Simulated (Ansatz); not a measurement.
# H4O2Sn: molecular dynamics

The plan is to follow the molecule's vibrations and see whether its bonds hold. The start is relaxed first. Runs: 300 steps of 0.25 fs at constant energy (fourth-order Milne integrator), with velocities drawn for 3000 K. SMILES of the start: [OH][SnH2][OH].

Program: Ansatz 0.2.0. Level of theory: RKS PBE-D4/def2-SVP. These are calculated values, not measurements.

## 1. The system as given

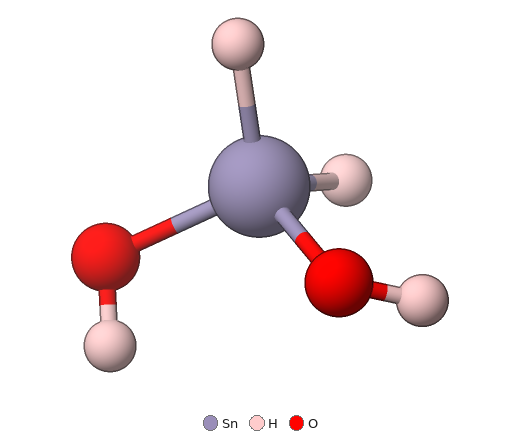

Start, viewed from a chosen angle; tin purple, hydrogen pink, oxygen red.

Structure file:

```xyz
7

Sn    0.0000    0.0000    0.0000
H     0.0000    0.0000    1.7400
O     1.8483    0.0000   -0.6527
H     2.1646   -0.9521   -0.7693
H    -0.8195    1.4198   -0.5794
O    -0.9232   -1.5994   -0.6527
H    -1.3778   -2.0650    0.1197
```

## 2. Preparing the start

The input, input.yaml:

```yaml
crystal:
  periodic: [false, false, false]
  atoms:
    - { symbol: Sn, position_ang: [0.0, 0.0, 0.0] }
    - { symbol: H, position_ang: [0.0, 0.0, 1.74] }
    - { symbol: O, position_ang: [1.8483, 0.0, -0.6527] }
    - { symbol: H, position_ang: [2.1646, -0.9521, -0.7693] }
    - { symbol: H, position_ang: [-0.8195, 1.4198, -0.5794] }
    - { symbol: O, position_ang: [-0.9232, -1.5994, -0.6527] }
    - { symbol: H, position_ang: [-1.3778, -2.065, 0.1197] }
basis:
  gaussian: { orbitals: def2-SVP }
hamiltonian:
  xc: pbe
  dispersion: d4
relax:
  f_tol: 0.02
  max_steps: 40
```

Started as:

```sh
> ansatz run input.yaml --threads 1 --pin off --max-ram 2048MiB --backend cpu --events-out ev --progress --plain --runs-dir out
```

Standard output, shortened:

```text
Warning: RAYON_NUM_THREADS=1 ignored (pool sized by the plan → 1); use --threads N
[...]
Functional definition: PBE
[...]
809 factors; their error is unknown
[...]
mean field -9982.59018806 eV, -366.8534229687 hartree, gradient 2.6e-5 eV, S^2 0.000000; 0 other end points of the search recorded, 0 dependent functions left out
[...]
reference -9982.59022659 eV, -366.8534243844 hartree; 21, 21 occupied and 53, 53 virtual orbitals, 809 factors
relax step   1: F+E_penalty+E_count = -9982.69424454 eV  Δ(F+E_penalty+E_count) = +0.000e0 eV  max|allowed force component| = 1.675e0 eV/Å  Δτ_max = 0.0000 Å  (25 SCF iters, accepted)
[...]
relax step   5: F+E_penalty+E_count = -9982.84176455 eV  Δ(F+E_penalty+E_count) = -6.067e-3 eV  max|allowed force component| = 1.254e-1 eV/Å  Δτ_max = 0.1991 Å  (31 SCF iters, accepted)
[...]
relax step   9: F+E_penalty+E_count = -9982.85165178 eV  Δ(F+E_penalty+E_count) = +2.611e-4 eV  max|allowed force component| = 1.596e-1 eV/Å  Δτ_max = 0.0247 Å  (26 SCF iters, rejected (line search))
[...]
relax step  13: F+E_penalty+E_count = -9982.85274811 eV  Δ(F+E_penalty+E_count) = -6.081e-5 eV  max|allowed force component| = 1.084e-2 eV/Å  Δτ_max = 0.0058 Å  (27 SCF iters, accepted)
[...]
relax step  17: F+E_penalty+E_count = -9982.85296762 eV  Δ(F+E_penalty+E_count) = -7.413e-5 eV  max|allowed force component| = 3.013e-2 eV/Å  Δτ_max = 0.0054 Å  (26 SCF iters, accepted)
[...]
relax step  18: F+E_penalty+E_count = -9982.85304982 eV  Δ(F+E_penalty+E_count) = -8.220e-5 eV  max|allowed force component| = 3.245e-3 eV/Å  Δτ_max = 0.0081 Å  (26 SCF iters, accepted)
809 factors; their error is unknown
mean field -9982.75017535 eV, -366.8593023931 hartree, gradient 9.6e-6 eV, S^2 0.000000; 1 other end points of the search recorded, 0 dependent functions left out
[...]
reference -9982.75021431 eV, -366.8593038246 hartree; 21, 21 occupied and 53, 53 virtual orbitals, 809 factors
Total energy: -9982.85308877 eV, -366.8630843914 hartree
Atom 0 at    -0.068345     0.044619     0.036261 Å, force     0.000500    -0.001567    -0.003245 eV/Å
Atom 1 at     0.128641    -0.030064     1.761098 Å, force     0.001021    -0.000230     0.002933 eV/Å
Atom 2 at     1.721592    -0.137211    -0.862743 Å, force     0.000054    -0.000808     0.000370 eV/Å
Atom 3 at     2.249082    -0.842701    -0.441899 Å, force    -0.000231     0.000771     0.000569 eV/Å
Atom 4 at    -0.738991     1.459602    -0.658305 Å, force    -0.001073     0.001141    -0.000592 eV/Å
Atom 5 at    -1.289100    -1.436670    -0.565769 Å, force    -0.000484    -0.000117     0.000865 eV/Å
Atom 6 at    -1.110479    -2.254275    -0.063044 Å, force     0.000213     0.000810    -0.000900 eV/Å
Dipole moment:     0.117348    -0.184742     0.513467 e Å
```

Wall time 31 s (1 thread of Arm Neoverse V2, shared host); peak memory 0.12 GiB.

The steps of the relaxation:

```csv
step,energy from step 1 (eV),largest force component (eV/Å)
1,0.0000,1.6754
2,-0.1162,0.7587
3,-0.1411,0.5982
4,-0.1415,0.3874
5,-0.1475,0.1254
6,-0.1484,0.2527
7,-0.1550,0.1093
8,-0.1577,0.0197
9x,-0.1574,0.1596
10,-0.1579,0.0691
11,-0.1584,0.0065
12x,-0.1463,0.7276
13,-0.1585,0.0108
14x,-0.1585,0.0997
15,-0.1586,0.0236
16,-0.1586,0.0642
17,-0.1587,0.0301
18,-0.1588,0.0032
```

Step 1 is the start. 3 steps were tried and not accepted (9, 12, 14; marked x where the table lists them).

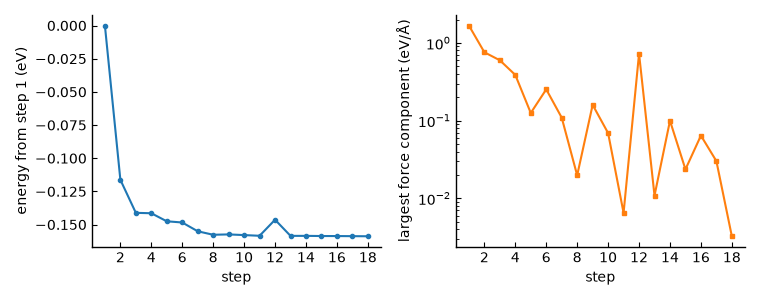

Energy and largest force along the relaxation.

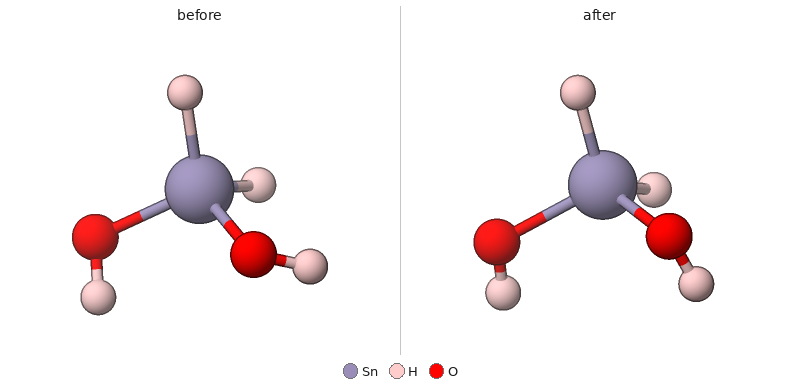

The structure before (left) and after (right), drawn at the same scale.

After: Bond lengths: Sn1–H2 1.738 Å, Sn1–O3 2.011 Å, O3–H4 0.976 Å, Sn1–H5 1.713 Å, Sn1–O6 2.012 Å, O6–H7 0.976 Å. Angles: H2–Sn1–O3 109.8°, H2–Sn1–H5 118.8°, H2–Sn1–O6 109.5°, O3–Sn1–H5 104.0°, O3–Sn1–O6 109.9°, H5–Sn1–O6 104.4°, Sn1–O3–H4 110.7°, Sn1–O6–H7 110.6°.

## 3. The run

300 steps of 0.25 fs at constant energy (fourth-order milne integrator), with velocities drawn for 3000 K, from the relaxed start.

The input, input.yaml:

```yaml
crystal:
  periodic: [false, false, false]
  atoms:
    - { symbol: Sn, position_ang: [-0.068345, 0.044619, 0.036261] }
    - { symbol: H, position_ang: [0.128641, -0.030064, 1.761098] }
    - { symbol: O, position_ang: [1.721592, -0.137211, -0.862743] }
    - { symbol: H, position_ang: [2.249082, -0.842701, -0.441899] }
    - { symbol: H, position_ang: [-0.738991, 1.459602, -0.658305] }
    - { symbol: O, position_ang: [-1.2891, -1.43667, -0.565769] }
    - { symbol: H, position_ang: [-1.110479, -2.254275, -0.063044] }
basis:
  gaussian: { orbitals: def2-SVP }
hamiltonian:
  xc: pbe
  dispersion: d4
md:
  timestep: 0.25
  n_steps: 300
  ensemble: nve_milne
  temperature: 3000.0
  initial_velocities: maxwell_boltzmann
  seed: 7156
```

Started as:

```sh
> ansatz run input.yaml --threads 1 --pin off --max-ram 2048MiB --backend cpu --events-out ev --progress --plain --runs-dir out
```

Standard output, shortened:

```text
Warning: RAYON_NUM_THREADS=1 ignored (pool sized by the plan → 1); use --threads N
[...]
Functional definition: PBE
[...]
809 factors; their error is unknown
[...]
mean field -9982.75017766 eV, -366.8593024779 hartree, gradient 2.0e-5 eV, S^2 0.000000; 0 other end points of the search recorded, 0 dependent functions left out
[...]
reference -9982.75021658 eV, -366.8593039081 hartree; 21, 21 occupied and 53, 53 virtual orbitals, 809 factors
md step     0: t =     0.00 fs  T =  3000.0 K  F+E_penalty+E_count = -9982.85305212 eV  E_kin = 1.938900 eV  conserved = -9980.91415213 eV  (25 SCF iters)
[...]
md step    18: t =     4.50 fs  T =  2156.9 K  F+E_penalty+E_count = -9982.30816650 eV  E_kin = 1.394025 eV  conserved = -9980.91414182 eV  (27 SCF iters, 3 dispersion substeps)
[...]
md step    36: t =     9.00 fs  T =  1309.4 K  F+E_penalty+E_count = -9981.76038192 eV  E_kin = 0.846238 eV  conserved = -9980.91414343 eV  (28 SCF iters, 3 dispersion substeps)
[...]
md step    54: t =    13.50 fs  T =   894.6 K  F+E_penalty+E_count = -9981.49234348 eV  E_kin = 0.578198 eV  conserved = -9980.91414542 eV  (29 SCF iters, 3 dispersion substeps)
[...]
md step    71: t =    17.75 fs  T =  1192.6 K  F+E_penalty+E_count = -9981.68489675 eV  E_kin = 0.770752 eV  conserved = -9980.91414506 eV  (27 SCF iters, 3 dispersion substeps)
md step    72: t =    18.00 fs  T =  1202.5 K  F+E_penalty+E_count = -9981.69133664 eV  E_kin = 0.777189 eV  conserved = -9980.91414756 eV  (27 SCF iters, 3 dispersion substeps)
```

## 4. The output, continued: dynamics from the start

The log, continued, shortened:

```text
md step    73: t =    18.25 fs  T =  1208.9 K  F+E_penalty+E_count = -9981.69547725 eV  E_kin = 0.781333 eV  conserved = -9980.91414404 eV  (28 SCF iters, 3 dispersion substeps)
[...]
md step    95: t =    23.75 fs  T =  1162.8 K  F+E_penalty+E_count = -9981.66565654 eV  E_kin = 0.751509 eV  conserved = -9980.91414709 eV  (27 SCF iters, 3 dispersion substeps)
[...]
md step   117: t =    29.25 fs  T =  1546.6 K  F+E_penalty+E_count = -9981.91372392 eV  E_kin = 0.999579 eV  conserved = -9980.91414532 eV  (28 SCF iters, 3 dispersion substeps)
[...]
md step   139: t =    34.75 fs  T =  2107.0 K  F+E_penalty+E_count = -9982.27590494 eV  E_kin = 1.361758 eV  conserved = -9980.91414700 eV  (27 SCF iters, 3 dispersion substeps)
[...]
md step   161: t =    40.25 fs  T =  1823.3 K  F+E_penalty+E_count = -9982.09256888 eV  E_kin = 1.178421 eV  conserved = -9980.91414775 eV  (27 SCF iters, 3 dispersion substeps)
md step   162: t =    40.50 fs  T =  1774.1 K  F+E_penalty+E_count = -9982.06073659 eV  E_kin = 1.146591 eV  conserved = -9980.91414540 eV  (27 SCF iters, 3 dispersion substeps)
md step   163: t =    40.75 fs  T =  1724.7 K  F+E_penalty+E_count = -9982.02879759 eV  E_kin = 1.114650 eV  conserved = -9980.91414776 eV  (27 SCF iters, 3 dispersion substeps)
```

## 5. More of the same log: dynamics from the start

Output, continued, shortened:

```text
md step   164: t =    41.00 fs  T =  1676.3 K  F+E_penalty+E_count = -9981.99751416 eV  E_kin = 1.083366 eV  conserved = -9980.91414782 eV  (26 SCF iters, 3 dispersion substeps)
[...]
md step   183: t =    45.75 fs  T =  1358.4 K  F+E_penalty+E_count = -9981.79206712 eV  E_kin = 0.877917 eV  conserved = -9980.91415051 eV  (27 SCF iters, 3 dispersion substeps)
[...]
md step   202: t =    50.50 fs  T =  1320.1 K  F+E_penalty+E_count = -9981.76734890 eV  E_kin = 0.853203 eV  conserved = -9980.91414602 eV  (27 SCF iters, 3 dispersion substeps)
[...]
md step   221: t =    55.25 fs  T =  2172.6 K  F+E_penalty+E_count = -9982.31828670 eV  E_kin = 1.404142 eV  conserved = -9980.91414504 eV  (26 SCF iters, 3 dispersion substeps)
[...]
md step   299: t =    74.75 fs  T =  1445.3 K  F+E_penalty+E_count = -9981.84822079 eV  E_kin = 0.934074 eV  conserved = -9980.91414716 eV  (27 SCF iters, 3 dispersion substeps)
[...]
md step   300: t =    75.00 fs  T =  1425.4 K  F+E_penalty+E_count = -9981.83539063 eV  E_kin = 0.921249 eV  conserved = -9980.91414176 eV  (28 SCF iters, 3 dispersion substeps)
Total energy: -9981.83542959 eV, -366.8256861063 hartree
Atom 0 at    -0.057590     0.059196     0.079773 Å, force     0.056636    -2.193659    -2.231327 eV/Å
Atom 1 at     0.209012    -0.316696     1.734825 Å, force     0.123135     0.065979     0.175414 eV/Å
Atom 2 at     1.830426    -0.118851    -1.047601 Å, force    -2.503180     0.719711     0.448457 eV/Å
Atom 3 at     2.555183    -0.507950    -0.542456 Å, force     0.214337    -0.301185     0.674260 eV/Å
Atom 4 at    -1.056746     1.348725    -0.415081 Å, force     0.264556     0.364667    -0.036830 eV/Å
Atom 5 at    -1.495758    -1.562632    -0.696590 Å, force     1.765856     2.529542     0.863239 eV/Å
Atom 6 at    -0.893089    -2.200418    -0.293271 Å, force     0.078659    -1.185055     0.106786 eV/Å
Dipole moment:     0.362183     0.153078     0.648365 e Å
```

It took 8.3 min on 1 thread of Arm Neoverse V2, shared host; peak memory 0.14 GiB.

## 6. The trajectory

One step in 12; energies are changes from step 0:

```csv
time (fs),T (K),potential energy change (meV/atom),total energy change (meV/atom)
0.0,3000,0.0,0.00
3.0,2544,42.1,0.00
6.0,1857,105.5,0.00
9.0,1309,156.1,0.00
12.0,963,188.1,0.00
15.0,931,191.0,0.00
18.0,1203,166.0,0.00
21.0,1185,167.5,0.00
24.0,1178,168.2,0.00
27.0,1452,142.9,0.00
30.0,1613,128.1,0.00
33.0,1849,106.3,0.00
36.0,2244,69.8,0.00
39.0,2037,88.9,0.00
42.0,1515,137.1,0.00
45.0,1396,148.1,0.00
48.0,1287,158.2,0.00
51.0,1345,152.8,0.00
54.0,1944,97.5,0.00
57.0,2321,62.7,0.00
60.0,2196,74.2,0.00
63.0,2232,70.9,0.00
66.0,2026,89.9,0.00
69.0,1635,126.0,0.00
72.0,1542,134.6,0.00
75.0,1425,145.4,0.00
```

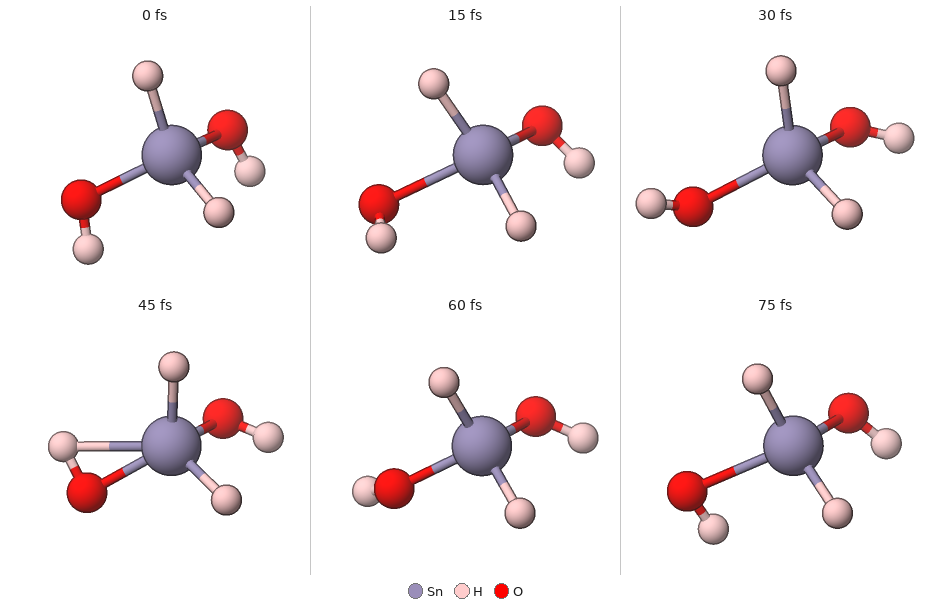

Six frames of the run, seen from a free direction. Sticks join atoms within a bonding distance in each frame.

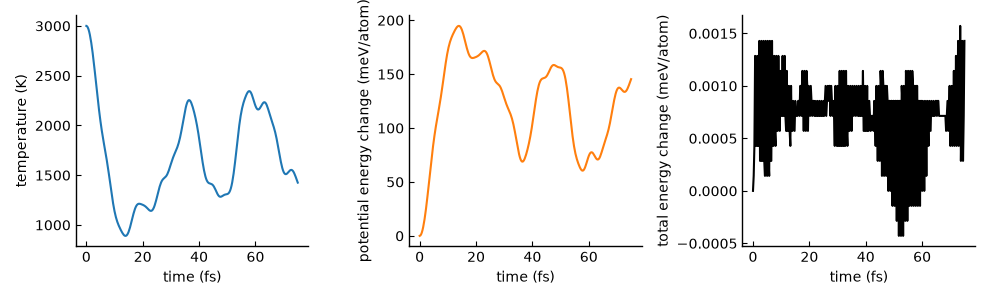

Traces against time; each panel has its own scale.

## 7. Snapshots as a file

Positions (Å) and forces (eV/Å):

```xyz
7
time_fs=9.5 T=1216 dE=1.1527
Sn   -0.062    0.061    0.058   -0.585   -1.353   -2.745
H     0.003   -0.236    1.797    0.143    0.256   -0.376
O     1.853   -0.136   -0.960   -2.256    0.443    1.228
H     2.228   -0.585   -0.184    0.846   -0.355    0.081
H    -1.082    1.185   -0.833    0.663    0.232    0.531
O    -1.418   -1.575   -0.658    1.912    2.002    0.364
H    -1.438   -1.749    0.288   -0.724   -1.224    0.917
7
time_fs=18.8 T=1213 dE=1.1547
Sn   -0.059    0.066    0.061   -0.034   -3.024   -1.970
H     0.017   -0.246    1.757    0.241    0.289    0.103
O     1.888   -0.131   -0.973   -2.362    0.398    0.973
H     2.530   -0.327   -0.266    0.083   -0.128    0.233
H    -1.015    1.218   -0.716    0.170    0.719   -0.071
O    -1.459   -1.637   -0.654    2.079    1.736    0.218
H    -2.119   -1.704    0.054   -0.177    0.010    0.515
7
time_fs=28.0 T=1480 dE=0.9822
Sn   -0.057    0.052    0.050   -0.286   -1.007   -0.886
H     0.212   -0.051    1.803   -0.091   -0.058   -0.421
O     1.822   -0.112   -0.920   -2.315    0.063   -0.377
H     2.659   -0.098   -0.445    0.197   -0.128    0.901
H    -0.699    1.636   -0.532    0.223   -0.744    0.167
O    -1.429   -1.618   -0.591    3.100    1.070    0.251
H    -2.382   -1.594   -0.492   -0.829    0.802    0.366
7
time_fs=37.5 T=2206 dE=0.5133
Sn   -0.057    0.030    0.031   -0.400   -0.283    0.968
H     0.352    0.070    1.722   -0.237   -0.386    0.132
O     1.677   -0.090   -0.864    0.281   -0.510   -1.474
H     2.422    0.031   -0.277    0.628   -0.068    0.663
H    -0.321    1.684   -0.309   -0.818    0.225   -0.385
O    -1.325   -1.531   -0.503    1.179    1.018    0.482
H    -2.043   -1.023   -0.908   -0.633    0.004   -0.385
7
time_fs=47.0 T=1291 dE=1.1043
Sn   -0.060    0.010    0.021   -0.407    4.527    4.314
H     0.332   -0.090    1.762   -0.203   -0.107   -0.474
O     1.592   -0.087   -0.855    2.719   -0.509   -2.196
H     2.127    0.008   -0.068    1.448   -0.034    0.369
H    -0.517    1.719   -0.324   -0.319   -0.749   -0.029
O    -1.218   -1.377   -0.427   -2.138   -2.401   -0.965
H    -1.499   -0.935   -1.240   -1.100   -0.727   -1.019
7
time_fs=56.2 T=2271 dE=0.4712
Sn   -0.064    0.017    0.035    1.200    3.102    1.447
H     0.202   -0.336    1.697    0.066    0.135    0.168
O     1.661   -0.105   -0.909    0.138    0.042   -0.995
H     2.329   -0.134   -0.222    0.775   -0.100    0.477
H    -0.982    1.424   -0.412    0.330    0.196    0.074
O    -1.237   -1.321   -0.454   -2.483   -3.103   -0.179
H    -1.344   -1.675   -1.330   -0.027   -0.272   -0.992
7
time_fs=65.5 T=2070 dE=0.6013
Sn   -0.062    0.043    0.059    0.226   -2.110   -0.559
H     0.121   -0.500    1.747    0.197    0.561   -0.382
O     1.779   -0.121   -0.982   -2.404    0.623   -0.343
H     2.604   -0.323   -0.542    0.510   -0.204    0.974
H    -1.236    1.218   -0.452    0.619    0.330    0.141
O    -1.384   -1.431   -0.568    0.312    1.251    0.287
H    -1.085   -2.261   -0.954    0.539   -0.451   -0.118
7
time_fs=75.0 T=1425 dE=1.0177
Sn   -0.058    0.059    0.080    0.057   -2.194   -2.231
H     0.209   -0.317    1.735    0.123    0.066    0.175
O     1.830   -0.119   -1.048   -2.503    0.720    0.449
H     2.555   -0.508   -0.542    0.214   -0.301    0.674
H    -1.057    1.349   -0.415    0.265    0.365   -0.037
O    -1.496   -1.563   -0.697    1.766    2.530    0.863
H    -0.893   -2.200   -0.293    0.079   -1.185    0.107
```

## 8. Outcome

```
                          quantity                             value
           relaxation of the start          14 moves, 0.159 eV lower
                            length              300 steps of 0.25 fs
  temperature, first and last step                   3000 and 1425 K
          temperature, second half  mean 1778 K, from 1283 to 2345 K
     potential energy, second half      +113 meV/atom from the start
largest change of the total energy                     0.00 meV/atom
            bonds formed or broken                                 0
```

In words: The temperature starts at 3000 K and averages 1778 K in the second half, where it ranges from 1283 to 2345 K. About half is expected from a start at a minimum: kinetic energy passes into potential energy until both shares match. The total energy strays from its start by at most 0.00 meV/atom, under 0.1 % of the mean kinetic energy, so a step of 0.25 fs is short enough over this time. The bonding pattern survives the run. 75 fs on 7 atoms is far too short and small for converged averages. The nuclei move classically, without zero-point motion, which matters most for hydrogen.
